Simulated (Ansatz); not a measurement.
**GeH₃O (quartet): wave-function methods side by side, cc-pVDZ**

Aim: climb from Hartree-Fock through coupled cluster and multireference methods for GeH₃O (quartet) at one geometry and basis, and see what each rung misses.

Computed with Ansatz 0.2.0, Gaussian basis. Level: cc-pVDZ, core rule «outside noble gas», up to 15 orbitals frozen.

Plan: UHF; CCSD(T) on ROHF; CCSD(T) on UHF; BCCD(T) on ROHF; CISD; CCSDT(Q) on ROHF; CCSDT(Q) on UHF; CASSCF and NEVPT2, 13 electrons in 11 orbitals.

22 further runs of the same task are left out: 8 that didn't finish, 14 set aside as unsound or not needed.

**1. The system**

The geometry is a PBE0/def2-TZVP stationary point (not a proven minimum) of the parent state, kept for this charge and spin. No spin-orbit coupling is included. The filled d shell of Ge may be among the frozen orbitals whatever the setting's name suggests; the logs give the count.

5 atoms, charge 0, spin multiplicity 4.

Atoms are counted from 1 here; the program's logs count them from 0.

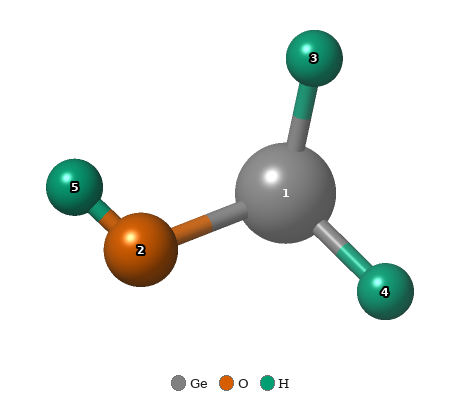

The structure; germanium grey, oxygen orange, hydrogen teal; atoms are numbered from 1 in the order of the file.

Geometry (Å):

```tsv
atom	x (Å)	y (Å)	z (Å)
Ge1	-0.0355	-0.0143	0.3240
O2	0.0804	0.1095	-1.4538
H3	0.7510	-1.2726	0.7957
H4	0.6191	1.2927	0.8260
H5	-0.0874	-0.7275	-1.8934
```

In the tables R marks a restricted open-shell determinant and U an unrestricted one; 'valence' is the active space of 13 electrons in 11 orbitals; energies count from the table's Hartree-Fock row.

**2. UHF**

The input, in.yaml:

```yaml
crystal:
  periodic: [false, false, false]
  atoms:
    - {symbol: Ge, position_ang: [-0.035497, -0.014309, 0.323987]}
    - {symbol: O, position_ang: [0.080354, 0.109526, -1.453845]}
    - {symbol: H, position_ang: [0.751050, -1.272631, 0.795719]}
    - {symbol: H, position_ang: [0.619052, 1.292746, 0.826036]}
    - {symbol: H, position_ang: [-0.087378, -0.727459, -1.893356]}
basis:
  gaussian: {orbitals: cc-pVDZ}
magnetization: {spin_polarized: true, initial_magnetization: 3}
hamiltonian: {xc: hf}
output: {orbitals: {seedname: orbitals}}
```

Started as:

```sh
$ ansatz run in.yaml --threads 1 --pin off --events-out ev --progress --plain --max-ram 2393MiB
```

Log:

```text
Functional definition: HF
  name "HF"
  cite "Fock, Z. Phys. 61, 126 (1930) doi:10.1007/BF01340294"
  parent pbe
  exchange = exact_x
  correlation = 0
584 factors; integrals over basis functions are off by at most 1.1e-3 eV
mean field evaluation 1: about -58545.7520 eV, gradient 2.2e1 eV
mean field evaluation 2: about -58545.7567 eV, gradient 2.2e1 eV
mean field evaluation 4: about -58548.7183 eV, gradient 3.3e0 eV
mean field evaluation 8: about -58549.2616 eV, gradient 2.5e0 eV
mean field evaluation 16: about -58550.5553 eV, gradient 2.1e-2 eV
mean field evaluation 32: about -58549.9618 eV, gradient 5.8e0 eV
mean field evaluation 64: about -58547.4317 eV, gradient 4.0e0 eV
mean field evaluation 96: about -58546.7673 eV, gradient 4.8e0 eV
mean field evaluation 128: about -58548.9749 eV, gradient 1.1e0 eV
mean field -58550.55534051 eV, -2151.6932217720 hartree, gradient 3.7e-5 eV, S^2 3.760912; 4 other end points of the search recorded, 0 dependent functions left out
reference -58550.55534051 eV, -2151.6932217720 hartree; 23, 20 occupied and 33, 36 virtual orbitals, 584 factors
Total energy: -58550.55534051 eV, -2151.6932217720 hartree
```

Run time: 2.3 s. Hardware: 1 thread of Arm Neoverse V2, shared host.

From the report: ⟨S²⟩ of the determinant 3.761 (pure quartet: 3.75).

**3. CCSD(T) on ROHF**

Changes to in.yaml since step 2:

```diff
@@ -10,4 +10,4 @@
   gaussian: {orbitals: cc-pVDZ}
-magnetization: {spin_polarized: true, initial_magnetization: 3}
-hamiltonian: {xc: hf}
-output: {orbitals: {seedname: orbitals}}
+magnetization: {spin_polarized: false, initial_magnetization: 3}
+correlation: {method: ccsd_t, electrons: outside_noble_gas}
+output: {forces: true}
```

Same command.

Log, cut to the lines that bear on the results:

```text
Functional definition: HF
  name "HF"
  cite "Fock, Z. Phys. 61, 126 (1930) doi:10.1007/BF01340294"
  parent pbe
[...]
584 factors; integrals over basis functions are off by at most 1.1e-3 eV
[...]
mean field -58550.37269446 eV, -2151.6865096535 hartree, gradient 9.2e-6 eV, S^2 3.750000; 19 other end points of the search recorded, 0 dependent functions left out
[...]
determinant -58550.37269446 eV, -2151.6865096535 hartree, with singles and doubles -58557.82249429 eV, -2151.9602847474 hartree
determinant -58549.42777222 eV, -2151.6517844014 hartree, with singles and doubles -58557.06074128 eV, -2151.9322908408 hartree
determinant -58548.74493600 eV, -2151.6266906333 hartree, with singles and doubles -58557.15900087 eV, -2151.9359018141 hartree
determinant -58548.72965469 eV, -2151.6261290556 hartree, with singles and doubles -58557.29043519 eV, -2151.9407319361 hartree
[...]
reference -58550.37269446 eV, -2151.6865096535 hartree; 8, 5 occupied and 33, 36 virtual orbitals, 584 factors
second order -6.45132432 eV of doubles, -0.12144579 eV of singles
cycle   1  -7.46685367 eV  change    5.4e-6 eV  update   3.5e-6
[...]
cycle   5  -7.46684914 eV  change   -3.8e-7 eV  update   3.9e-7
perturbative correction -0.16350764 eV, -0.0060087951 hartree
[...]
Total energy: -58558.00305125 eV, -2151.9669200933 hartree
Atom 0 at    -0.035497    -0.014309     0.323987 Å, force    -0.824671    -0.622001     7.522639 eV/Å
Atom 1 at     0.080354     0.109526    -1.453845 Å, force     1.848304     3.579157    -5.353398 eV/Å
Atom 2 at     0.751050    -1.272631     0.795719 Å, force     0.174173     0.092352    -0.174668 eV/Å
Atom 3 at     0.619052     1.292746     0.826036 Å, force    -0.098195     0.028395    -0.227617 eV/Å
Atom 4 at    -0.087378    -0.727459    -1.893356 Å, force    -1.099611    -3.077903    -1.766956 eV/Å
Dipole moment:    -0.016851    -0.071350    -0.347537 e Å
```

Run time: 23 s. Hardware: 1 thread of Arm Neoverse V2, shared host.

From the report: correlation -7.6304 eV; T1 0.038; largest double amplitude 0.03.

**4. CCSD(T) on UHF**

Changes to in.yaml since step 3:

```diff
@@ -10,3 +10,3 @@
   gaussian: {orbitals: cc-pVDZ}
-magnetization: {spin_polarized: false, initial_magnetization: 3}
+magnetization: {spin_polarized: true, initial_magnetization: 3}
 correlation: {method: ccsd_t, electrons: outside_noble_gas}
```

Launched as before.

Log, cut to the lines that bear on the results:

```text
Functional definition: HF
  name "HF"
  cite "Fock, Z. Phys. 61, 126 (1930) doi:10.1007/BF01340294"
  parent pbe
[...]
584 factors; integrals over basis functions are off by at most 1.1e-3 eV
[...]
mean field -58550.55534051 eV, -2151.6932217720 hartree, gradient 1.2e-6 eV, S^2 3.760912; 6 other end points of the search recorded, 0 dependent functions left out
determinant -58550.55534051 eV, -2151.6932217720 hartree, with singles and doubles -58557.83047132 eV, -2151.9605778978 hartree
determinant -58548.21057478 eV, -2151.6070532208 hartree, with singles and doubles -58555.34302040 eV, -2151.8691657625 hartree
determinant -58547.94169037 eV, -2151.5971719008 hartree, with singles and doubles -58555.26461368 eV, -2151.8662843688 hartree
15 core orbitals not correlated: weight in the atoms' cores, before any rotation towards them, 0.932 or more for the frozen orbitals, at most 0.067 for the correlated occupied ones
reference -58550.55534051 eV, -2151.6932217720 hartree; 8, 5 occupied and 33, 36 virtual orbitals, 584 factors
second order -6.37704203 eV of doubles, -0.00000000 eV of singles
cycle   1  -7.27615274 eV  change   -1.0e-3 eV  update   6.3e-3
[...]
cycle  20  -7.29243419 eV  change    9.1e-8 eV  update   3.9e-7
perturbative correction -0.16033130 eV, -0.0058920665 hartree
[...]
Total energy: -58558.00810600 eV, -2151.9671058520 hartree
Atom 0 at    -0.035497    -0.014309     0.323987 Å, force    -0.816578    -0.629180     7.543675 eV/Å
Atom 1 at     0.080354     0.109526    -1.453845 Å, force     1.843078     3.591192    -5.371879 eV/Å
Atom 2 at     0.751050    -1.272631     0.795719 Å, force     0.167850     0.096976    -0.173918 eV/Å
Atom 3 at     0.619052     1.292746     0.826036 Å, force    -0.098533     0.026469    -0.228881 eV/Å
Atom 4 at    -0.087378    -0.727459    -1.893356 Å, force    -1.095816    -3.085458    -1.768997 eV/Å
Dipole moment:    -0.018156    -0.070436    -0.347893 e Å
```

It took 20 s on 1 thread of Arm Neoverse V2, shared host.

From the report: ⟨S²⟩ of the determinant 3.761 (pure quartet: 3.75); correlation -7.4528 eV; T1 0.036; largest double amplitude 0.03.

**5. BCCD(T) on ROHF**

Changes to in.yaml since step 4:

```diff
@@ -10,4 +10,3 @@
   gaussian: {orbitals: cc-pVDZ}
-magnetization: {spin_polarized: true, initial_magnetization: 3}
-correlation: {method: ccsd_t, electrons: outside_noble_gas}
-output: {forces: true}
+magnetization: {spin_polarized: false, initial_magnetization: 3}
+correlation: {method: bccd_t, electrons: outside_noble_gas}
```

Same command.

Log, cut to the lines that bear on the results:

```text
Functional definition: HF
  name "HF"
  cite "Fock, Z. Phys. 61, 126 (1930) doi:10.1007/BF01340294"
  parent pbe
[...]
584 factors; integrals over basis functions are off by at most 1.1e-3 eV
[...]
mean field -58550.37269446 eV, -2151.6865096535 hartree, gradient 9.2e-6 eV, S^2 3.750000; 19 other end points of the search recorded, 0 dependent functions left out
[...]
determinant -58550.37269446 eV, -2151.6865096535 hartree, with singles and doubles -58557.82249429 eV, -2151.9602847474 hartree
determinant -58549.42777222 eV, -2151.6517844014 hartree, with singles and doubles -58557.06074128 eV, -2151.9322908408 hartree
determinant -58548.74493600 eV, -2151.6266906333 hartree, with singles and doubles -58557.15900087 eV, -2151.9359018141 hartree
determinant -58548.72965469 eV, -2151.6261290556 hartree, with singles and doubles -58557.29043519 eV, -2151.9407319361 hartree
[...]
determinant -58547.65966579 eV, -2151.5868076888 hartree, with singles and doubles -58555.18751277 eV, -2151.8634509628 hartree
determinant -58550.37269446 eV, -2151.6865096535 hartree, with singles and doubles -58557.83955353 eV, -2151.9609116629 hartree
determinant -58548.72965469 eV, -2151.6261290556 hartree, with singles and doubles -58557.57422667 eV, -2151.9511610808 hartree
15 core orbitals not correlated: weight in the atoms' cores, before any rotation towards them, 0.943 or more for the frozen orbitals, at most 0.057 for the correlated occupied ones
reference -58550.37269446 eV, -2151.6865096535 hartree; 8, 5 occupied and 33, 36 virtual orbitals, 584 factors
second order -6.45132432 eV of doubles, -0.12144579 eV of singles
cycle   1  -7.45312407 eV  change    1.4e-2 eV  update   1.2e-2
[...]
cycle  16  -7.44935709 eV  change   -5.8e-6 eV  update   1.5e-5
perturbative correction -0.18290261 eV, -0.0067215471 hartree
Total energy: -58558.00495417 eV, -2151.9669900244 hartree
```

It took 20 s on 1 thread of Arm Neoverse V2, shared host.

From the report: correlation -7.6323 eV; largest double amplitude 0.03.

**6. CISD**

Changes to in.yaml since step 5:

```diff
@@ -11,2 +11,2 @@
 magnetization: {spin_polarized: false, initial_magnetization: 3}
-correlation: {method: bccd_t, electrons: outside_noble_gas}
+correlation: {active_space: {ras: {orbitals: [5, 3, 33], electrons: 13, max_holes: 2, max_particles: 2}, fixed_orbitals: true}}
```

The command is unchanged.

Log:

```text
Functional definition: HF
  name "HF"
  cite "Fock, Z. Phys. 61, 126 (1930) doi:10.1007/BF01340294"
  parent pbe
  exchange = exact_x
  correlation = 0
584 factors; integrals over basis functions are off by at most 1.1e-3 eV
mean field evaluation 1: about -58544.6880 eV, gradient 3.5e1 eV
mean field evaluation 2: about -58544.6927 eV, gradient 3.5e1 eV
mean field evaluation 4: about -58547.7765 eV, gradient 1.4e1 eV
mean field evaluation 8: about -58548.6934 eV, gradient 8.3e-1 eV
mean field evaluation 16: about -58548.7449 eV, gradient 3.0e-6 eV
mean field evaluation 32: about -58550.3727 eV, gradient 9.2e-6 eV
mean field evaluation 64: about -58550.3673 eV, gradient 3.6e-1 eV
mean field evaluation 96: about -58550.3713 eV, gradient 1.4e-1 eV
mean field -58550.37269446 eV, -2151.6865096535 hartree, gradient 9.2e-6 eV, S^2 3.750000; 14 other end points of the search recorded, 0 dependent functions left out
reference -58550.37269446 eV, -2151.6865096535 hartree; 23, 20 occupied and 33, 36 virtual orbitals, 584 factors
state -58557.25992372 eV, -2151.9396106604 hartree
Total energy: -58557.25992372 eV, -2151.9396106604 hartree
```

It took 16 s on 1 thread of Arm Neoverse V2, shared host.

From the report: 360,109 determinants.

**7. CCSDT(Q) on ROHF**

Changes to in.yaml since step 6:

```diff
@@ -11,2 +11,2 @@
 magnetization: {spin_polarized: false, initial_magnetization: 3}
-correlation: {active_space: {ras: {orbitals: [5, 3, 33], electrons: 13, max_holes: 2, max_particles: 2}, fixed_orbitals: true}}
+correlation: {method: ccsdt_q, electrons: outside_noble_gas}
```

Launched as before.

Log, cut to the lines that bear on the results:

```text
Functional definition: HF
  name "HF"
  cite "Fock, Z. Phys. 61, 126 (1930) doi:10.1007/BF01340294"
  parent pbe
[...]
1085 factors; integrals over basis functions are off by at most 1.7e-7 eV
[...]
mean field -58550.37297472 eV, -2151.6865199527 hartree, gradient 9.6e-6 eV, S^2 3.750000; 18 other end points of the search recorded, 0 dependent functions left out
[...]
determinant -58550.37297472 eV, -2151.6865199527 hartree, with singles and doubles -58557.82277434 eV, -2151.9602950391 hartree
determinant -58549.42805382 eV, -2151.6517947500 hartree, with singles and doubles -58557.06102662 eV, -2151.9323013268 hartree
determinant -58548.74522561 eV, -2151.6267012763 hartree, with singles and doubles -58557.15928454 eV, -2151.9359122388 hartree
determinant -58548.72994168 eV, -2151.6261396021 hartree, with singles and doubles -58557.29072490 eV, -2151.9407425827 hartree
[...]
determinant -58547.99445880 eV, -2151.5991111047 hartree, with singles and doubles -58555.27818656 eV, -2151.8667831629 hartree
determinant -58550.37297472 eV, -2151.6865199527 hartree, with singles and doubles -58557.83983378 eV, -2151.9609219621 hartree
determinant -58548.72994168 eV, -2151.6261396021 hartree, with singles and doubles -58557.57450738 eV, -2151.9511713965 hartree
[...]
15 core orbitals not correlated: weight in the atoms' cores, before any rotation towards them, 0.943 or more for the frozen orbitals, at most 0.056 for the correlated occupied ones
reference -58550.37297472 eV, -2151.6865199527 hartree; 8, 5 occupied and 33, 36 virtual orbitals, 1085 factors
second order -6.45135910 eV of doubles, -0.12144424 eV of singles
cycle   1  -7.17038818 eV  change   -6.0e-1 eV  update   7.1e-2
[...]
cycle  38  -7.67082032 eV  change   -4.9e-7 eV  update   2.9e-7
perturbative correction -0.01250642 eV, -0.0004596026 hartree
Total energy: -58558.05630146 eV, -2151.9688770026 hartree
```

It took 2.5 min on 1 thread of Arm Neoverse V2, shared host; peak memory 0.72 GiB.

From the report: correlation -7.6833 eV; T1 0.055; largest double amplitude 0.05.

**8. CCSDT(Q) on UHF**

Changes to in.yaml since step 7:

```diff
@@ -10,3 +10,3 @@
   gaussian: {orbitals: cc-pVDZ}
-magnetization: {spin_polarized: false, initial_magnetization: 3}
+magnetization: {spin_polarized: true, initial_magnetization: 3}
 correlation: {method: ccsdt_q, electrons: outside_noble_gas}
```

The command is unchanged.

Log, cut to the lines that bear on the results:

```text
Functional definition: HF
  name "HF"
  cite "Fock, Z. Phys. 61, 126 (1930) doi:10.1007/BF01340294"
  parent pbe
[...]
1085 factors; integrals over basis functions are off by at most 1.7e-7 eV
[...]
mean field -58550.55561820 eV, -2151.6932319769 hartree, gradient 1.3e-6 eV, S^2 3.760911; 6 other end points of the search recorded, 0 dependent functions left out
determinant -58550.55561820 eV, -2151.6932319769 hartree, with singles and doubles -58557.83075168 eV, -2151.9605882009 hartree
determinant -58548.21088646 eV, -2151.6070646746 hartree, with singles and doubles -58555.34349301 eV, -2151.8691831308 hartree
determinant -58547.94199037 eV, -2151.5971829256 hartree, with singles and doubles -58555.26493484 eV, -2151.8662961714 hartree
15 core orbitals not correlated: weight in the atoms' cores, before any rotation towards them, 0.932 or more for the frozen orbitals, at most 0.067 for the correlated occupied ones
reference -58550.55561820 eV, -2151.6932319769 hartree; 8, 5 occupied and 33, 36 virtual orbitals, 1085 factors
second order -6.37707790 eV of doubles, -0.00000000 eV of singles
cycle   1  -6.98978032 eV  change   -6.1e-1 eV  update   7.0e-2
[...]
cycle  39  -7.49447401 eV  change   -2.1e-7 eV  update   3.6e-7
perturbative correction -0.01479852 eV, -0.0005438357 hartree
Total energy: -58558.06489073 eV, -2151.9691926524 hartree
```

Run time: 2.4 min. Hardware: 1 thread of Arm Neoverse V2, shared host; peak memory 0.58 GiB.

From the report: ⟨S²⟩ of the determinant 3.761 (pure quartet: 3.75); correlation -7.5093 eV; T1 0.054; largest double amplitude 0.05.

**9. CASSCF and NEVPT2, 13 electrons in 11 orbitals**

Changes to in.yaml since step 8:

```diff
@@ -10,3 +10,3 @@
   gaussian: {orbitals: cc-pVDZ}
-magnetization: {spin_polarized: true, initial_magnetization: 3}
-correlation: {method: ccsdt_q, electrons: outside_noble_gas}
+magnetization: {spin_polarized: false, initial_magnetization: 3}
+correlation: {method: sc_nevpt2, electrons: outside_noble_gas, active_space: {window: {electrons: 13, orbitals: 11}, shells: [{species: Ge, l: s, shell: 4}, {species: Ge, l: p, shell: 4}, {species: H, l: s, shell: 1}, {species: O, l: s, shell: 2}, {species: O, l: p, shell: 2}]}}
```

Launched as before.

Log, cut to the lines that bear on the results:

```text
Functional definition: HF
  name "HF"
  cite "Fock, Z. Phys. 61, 126 (1930) doi:10.1007/BF01340294"
  parent pbe
[...]
1085 factors; integrals over basis functions are off by at most 1.7e-7 eV
[...]
mean field -58550.37297472 eV, -2151.6865199527 hartree, gradient 9.6e-6 eV, S^2 3.750000; 14 other end points of the search recorded, 0 dependent functions left out
reference -58550.37297472 eV, -2151.6865199527 hartree; 23, 20 occupied and 33, 36 virtual orbitals, 1085 factors
state -58551.97857557 eV, -2151.7455246955 hartree
state -58551.97857557 eV, -2151.7455246955 hartree; corrected -58556.80702396 eV, -2151.9229669013 hartree
Total energy: -58556.80702396 eV, -2151.9229669013 hartree
Checks for a lower state left out: starts, orbital_swaps
```

Wall time 15 s (1 thread of Arm Neoverse V2, shared host).

From the report: 76,230 determinants; active occupations 2.00, 2.00, 1.98, 1.98, 1.97, 1.00, 1.00, 1.00, 0.03, 0.02, 0.02.

**10. Natural occupations**

Natural occupations of the CASSCF valence state about the gap (report; correlated orbitals 3 to 11): 1.982, 1.979, 1.968, 1.003, 1.002, 0.999, 0.030, 0.022, 0.021. The count of effectively unpaired electrons, Σ n²(2 − n)², is 3.01; a single determinant of this spin has 3.

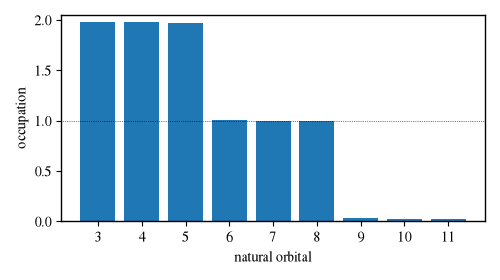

Natural occupations of the CASSCF valence state.

**11. The ladder**

The yardstick is UCCSDT(Q), where the cluster series has nearly closed. Rows without a time come out of other runs: HF, MP2 and CCSD of CCSD(T), CCSDT of CCSDT(Q), CASSCF and MRCISD of the multireference runs. The times of RCCSD(T), UCCSD(T) include forces.

Differences are taken before rounding.

```tsv
method	energy from the lowest RHF (kcal/mol)	from UCCSDT(Q) (kcal/mol)	time
RHF	0.00	+177.39	
UHF	-4.21	+173.17	
RMP2	-151.57	+25.81	
UMP2	-151.27	+26.12	
RCCSD	-172.19	+5.20	
UCCSD	-172.38	+5.01	
RCCSD(T)	-175.96	+1.43	23 s
UCCSD(T)	-176.08	+1.31	20 s
BCCD(T)	-176.00	+1.38	20 s
RCCSDT	-176.90	+0.49	
UCCSDT	-177.05	+0.34	
RCCSDT(Q)	-177.19	+0.20	2.5 min
UCCSDT(Q)	-177.39	0	2.4 min
CASSCF valence	-37.03	+140.35	
NEVPT2 valence	-148.38	+29.01	15 s
```

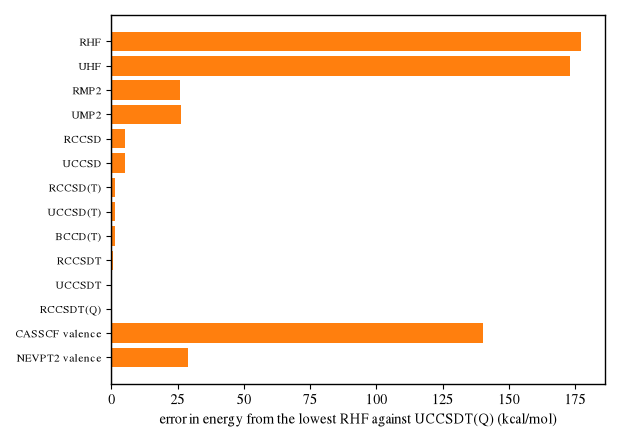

Deviations from UCCSDT(Q), method by method.

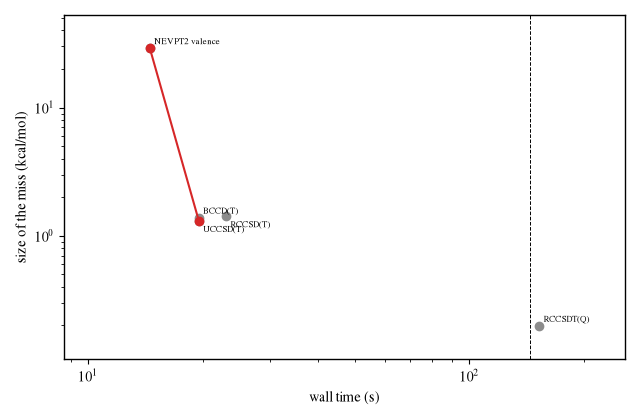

Accuracy for the time spent; red marks the levels that beat every quicker one drawn (of those quicker than the yardstick), and the dashed line is the time of UCCSDT(Q). Times are from a shared host.

Not comparable, so not listed: CISD (they don't share determinant, frozen orbitals or solution with the rows shown, or repeat one).

**12. Outcome**

| quantity | value |
| --- | --- |
| UCCSDT(Q) below the RHF energy | -7.6922 eV |
| RMP2 from UCCSDT(Q) | +25.81 kcal/mol |
| UMP2 from UCCSDT(Q) | +26.12 kcal/mol |
| RCCSD from UCCSDT(Q) | +5.20 kcal/mol |
| RCCSD(T) from UCCSDT(Q) | +1.43 kcal/mol |
| UCCSD(T) from UCCSDT(Q) | +1.31 kcal/mol |
| RCCSDT(Q) from UCCSDT(Q) | +0.20 kcal/mol |
| NEVPT2 valence from UCCSDT(Q) | +29.01 kcal/mol |
| levels within 1 kcal/mol (43 meV) | RCCSDT, UCCSDT, RCCSDT(Q) |
| T1 diagnostic | 0.038 |
| effectively unpaired electrons | 3.01 |

What this shows: RCCSD(T) misses by +1.43 kcal/mol, 0.8 % of the correlation energy. One determinant dominates. These misses are within one basis, not against nature; the frozen cores of restricted and unrestricted runs differ, which can shift their rows.

UCCSD(T) reaches 1.31 kcal/mol from the reference in 20 s, where UCCSDT(Q) took 2.4 min; the quickest level in the cost chart, NEVPT2 valence, takes 15 s and misses by 29.01 kcal/mol.
